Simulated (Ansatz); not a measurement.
**C2H5ClSi (SMILES ClC1C[SiH2]1): levels of theory compared**

We compute a comparison of 6 runs (HF/3-21G, HF/def2-SVP, r2SCAN/def2-SVP, wB97M-V/def2-SVP, MP2/def2-SVP, BCCD(T)/def2-SVP) of C2H5ClSi. 

The results are computed with Ansatz 0.2.0.

84 further runs of the same task are left out: 84 set aside as unsound or not needed.

### 1 The system as given

C2H5ClSi: 9 atoms, total charge 0, spin state singlet. As SMILES, `ClC1C[SiH2]1`. The C2–H5 distance was set to 1.410 Å, away from the relaxed value.

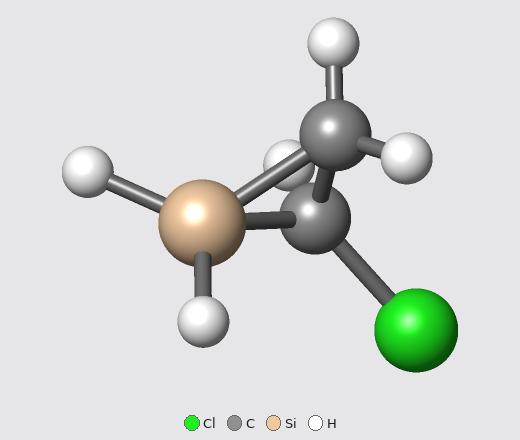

The structure, seen from a chosen angle (chlorine green, carbon grey, silicon light orange, hydrogen white).

### 2 A single-point energy at HF/3-21G (run 1)

molecule.yaml

```yaml
crystal:
  periodic: [false, false, false]
  atoms:
    - {symbol: Cl, position_ang: [-0.473113, -0.711503, -2.246921]}
    - {symbol: C, position_ang: [-0.305513, 0.078597, -0.682521]}
    - {symbol: C, position_ang: [1.067487, 0.010197, -0.006921]}
    - {symbol: Si, position_ang: [-0.280413, -0.870003, 0.911279]}
    - {symbol: H, position_ang: [-0.899600, 1.356600, -0.714500]}
    - {symbol: H, position_ang: [1.796387, -0.617203, -0.510821]}
    - {symbol: H, position_ang: [1.482787, 0.953997, 0.331479]}
    - {symbol: H, position_ang: [-0.315713, -2.343003, 0.846079]}
    - {symbol: H, position_ang: [-0.886813, -0.263103, 2.114679]}
basis:
  gaussian: {orbitals: 3-21G.json}
output: {orbitals: {seedname: orbitals}}
accuracy: high
hamiltonian: {xc: hf}
```

The basis set 3-21G is read from a file made from the Basis Set Exchange's data (not shown).

Started as:

```console
ansatz run molecule.yaml --threads 1 --pin off --max-ram 3480MiB --events-out events.jsonl --progress --plain --runs-dir runs
```

Output:

```text
Warning: RAYON_NUM_THREADS=1 ignored (pool sized by the plan → 1); use --threads N
Functional definition: HF
  name "HF"
  exchange = exact_x
  correlation = 0
1302 factors; integrals over basis functions are off by at most 4.1e-9 eV
mean field evaluation 1: about -22387.8575 eV, gradient 1.8e1 eV
mean field evaluation 2: about -22388.2573 eV, gradient 1.9e1 eV
mean field evaluation 4: about -22389.4446 eV, gradient 2.0e0 eV
mean field evaluation 8: about -22389.4627 eV, gradient 1.4e-1 eV
mean field evaluation 16: about -22389.4628 eV, gradient 1.7e-8 eV
mean field -22389.46283489 eV, -822.7975830593 hartree, gradient 1.7e-8 eV, S^2 0.000000; 0 other end points of the search recorded, 0 dependent functions left out
reference -22389.46283489 eV, -822.7975830593 hartree; 24, 24 occupied and 30, 30 virtual orbitals, 1302 factors
Total energy: -22389.46283489 eV, -822.7975830593 hartree
```

It took 0.85 s on 1 thread of Intel Xeon Platinum 8488C (Sapphire Rapids), shared host; peak memory 0.14 GiB.

### 3 A single-point energy at HF/def2-SVP (run 2)

in.yaml

```yaml
crystal:
  periodic: [false, false, false]
  atoms:
    - {symbol: Cl, position_ang: [-0.473113, -0.711503, -2.246921]}
    - {symbol: C, position_ang: [-0.305513, 0.078597, -0.682521]}
    - {symbol: C, position_ang: [1.067487, 0.010197, -0.006921]}
    - {symbol: Si, position_ang: [-0.280413, -0.870003, 0.911279]}
    - {symbol: H, position_ang: [-0.899600, 1.356600, -0.714500]}
    - {symbol: H, position_ang: [1.796387, -0.617203, -0.510821]}
    - {symbol: H, position_ang: [1.482787, 0.953997, 0.331479]}
    - {symbol: H, position_ang: [-0.315713, -2.343003, 0.846079]}
    - {symbol: H, position_ang: [-0.886813, -0.263103, 2.114679]}
basis:
  gaussian: {orbitals: def2-SVP}
accuracy: high
hamiltonian: {xc: hf}
output: {orbitals: {seedname: orbitals}}
```

Started as:

```console
ansatz run in.yaml --threads 1 --pin off --max-ram 3480MiB --events-out events.jsonl --progress --plain --runs-dir runs
```

Output:

```text
Warning: RAYON_NUM_THREADS=1 ignored (pool sized by the plan → 1); use --threads N
[... 4 set-up lines as earlier in the session ...]
2020 factors; integrals over basis functions are off by at most 3.7e-9 eV
mean field evaluation 1: about -22493.3115 eV, gradient 2.3e1 eV
mean field evaluation 2: about -22493.3186 eV, gradient 2.3e1 eV
mean field evaluation 4: about -22495.1668 eV, gradient 2.9e0 eV
mean field evaluation 8: about -22495.2021 eV, gradient 2.8e-4 eV
mean field -22495.20213825 eV, -826.6834307849 hartree, gradient 1.7e-8 eV, S^2 0.000000; 0 other end points of the search recorded, 0 dependent functions left out
reference -22495.20213825 eV, -826.6834307849 hartree; 24, 24 occupied and 65, 65 virtual orbitals, 2020 factors
Total energy: -22495.20213825 eV, -826.6834307849 hartree
```

Run time: 2.4 s. Hardware: 1 thread of Intel Xeon Platinum 8488C (Sapphire Rapids), shared host; peak memory 0.28 GiB.

Runs 3 to 5 aren't shown in full; the table further down has their settings and results.

### 4 The energy at BCCD(T)/def2-SVP (run 6)

Edit molecule.yaml of step 2 so:

```diff
@@ -13,5 +13,9 @@
 basis:
-  gaussian: {orbitals: 3-21G.json}
-output: {orbitals: {seedname: orbitals}}
+  gaussian:
+    orbitals: def2-SVP
+correlation:
+  method: bccd_t
+  frozen_orbitals: {C: 1, Cl: 5, H: 0, Si: 5}
 accuracy: high
-hamiltonian: {xc: hf}
+scf:
+  omitted_lower_state_checks: [cluster_reference, increment]
```

Started as:

```console
ansatz run molecule.yaml --threads 1 --pin off --max-ram 3480MiB --events-out events.jsonl --progress --plain --runs-dir runs
```

Output, shortened:

```text
Warning: RAYON_NUM_THREADS=1 ignored (pool sized by the plan → 1); use --threads N
[... 2 set-up lines as earlier in the session ...]
[...]
2020 factors; integrals over basis functions are off by at most 3.7e-9 eV
[...]
mean field -22495.20213825 eV, -826.6834307849 hartree, gradient 1.7e-8 eV, S^2 0.000000; 0 other end points of the search recorded, 0 dependent functions left out
12 core orbitals not correlated: weight in the atoms' cores, before any rotation towards them, 1.000 or more for the frozen orbitals, at most 0.000 for the correlated occupied ones
reference -22495.20213825 eV, -826.6834307849 hartree; 12, 12 occupied and 65, 65 virtual orbitals, 2020 factors
second order -14.05242582 eV of doubles, -0.00000000 eV of singles
cycle   1  -14.88072554 eV  change   -8.3e-1 eV  update   9.0e-2
[...]
cycle  22  -15.37804455 eV  change   5.9e-11 eV  update   1.1e-9
perturbative correction -0.52293002 eV, -0.0192173239 hartree
Total energy: -22511.10311282 eV, -827.2677808223 hartree
Checks for a lower state left out: cluster_reference, increment
```

Run time: 20 s. Hardware: 1 thread of Intel Xeon Platinum 8488C (Sapphire Rapids), shared host; peak memory 0.66 GiB.

### 5 The series

| run | level | frozen core orbitals | energy (Eh) | HOMO energy (eV) | LUMO energy (eV) | HOMO–LUMO gap (eV) | wall time |
| --- | --- | --- | --- | --- | --- | --- | --- |
| 1 | HF/3-21G | – | -822.797583 | -9.70 | 3.36 | 13.05 | 0.85 s |
| 2 | HF/def2-SVP | – | -826.683431 | -9.60 | 3.37 | 12.97 | 2.4 s |
| 3 | r2SCAN/def2-SVP | – | -828.427739 | -5.99 | -0.65 | 5.34 | 8.7 s |
| 4 | wB97M-V/def2-SVP | – | -828.441589 | -9.01 | 1.98 | 11.00 | 38 s |
| 5 | MP2/def2-SVP | 12 | -827.199848 | – | – | – | 2.9 s |
| 6 | BCCD(T)/def2-SVP | 12 | -827.267781 | – | – | – | 20 s |

### 6 What came out

```
                                           quantity          value
                                run 6: total energy  -827.26778 Eh
run 6: correlation energy (12 core orbitals frozen)     -584.4 mEh
                              run 6: (T) correction     -19.22 mEh
```

In words: Below the HF energy at the same shape and in the same basis (def2-SVP): MP2 -516.4 mEh; BCCD(T) -584.4 mEh. Over runs 1, 2, 3, 4 the HOMO–LUMO gap runs from 5.34 eV (r2SCAN/def2-SVP) to 13.05 eV (HF/3-21G). The two ends differ in method and basis. Totals of different functionals can't be ranked against each other. All runs together took 73 s, the longest 38 s.
